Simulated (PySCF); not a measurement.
C$_{3}$H$_{6}$OS

| atom | x (Å) | y (Å) | z (Å) |
| --- | --- | --- | --- |
| C | 1.7300 | 0.4254 | 0.0512 |
| O | 0.3997 | 0.4733 | 0.5271 |
| C | -0.4350 | -0.4236 | -0.0645 |
| C | -1.8835 | -0.1353 | -0.0527 |
| S | -1.1494 | 0.0018 | -1.6937 |
| H | 1.7611 | 0.6679 | -1.0161 |
| H | 2.2849 | 1.1693 | 0.6173 |
| H | 2.1679 | -0.5662 | 0.2089 |
| H | -0.1032 | -1.4626 | -0.0258 |
| H | -2.5778 | -0.9539 | 0.0797 |
| H | -2.1894 | 0.8064 | 0.3824 |

Geometry: GFN2-xTB.

Theory: PySCF, PBE0/pcSseg-1, SCF density, gas phase, non-relativistic.

What can the converged electron density and electron localisation function tell about the bonding?

Answer. C–O (1.36 Å): ρ is about 2.3 e/Å³ halfway, with its minimum of 2 e/Å³ about 0.5 Å from C; the ELF peaks at about 0.90 between the atoms; a polar covalent bond.
C–H (1.09 Å): the density is about 2.1 e/Å³ at the midpoint; the ELF climbs to about 1 towards the hydrogen, as it does in any bond to H (a covalent bond by its length).
C–O (1.41 Å): ρ is about 2 e/Å³ halfway, with its minimum of 1.7 e/Å³ about 0.5 Å from C; the ELF peaks at about 0.90 between the atoms; a polar covalent bond.

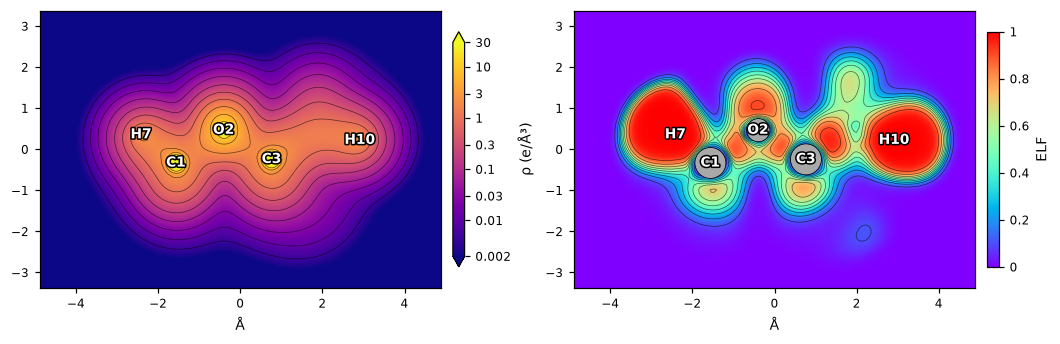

Computed electron density and electron localisation function on the plane of atoms C1, O2 and C3, in this order. Grey discs cover the atomic cores in the ELF map. 
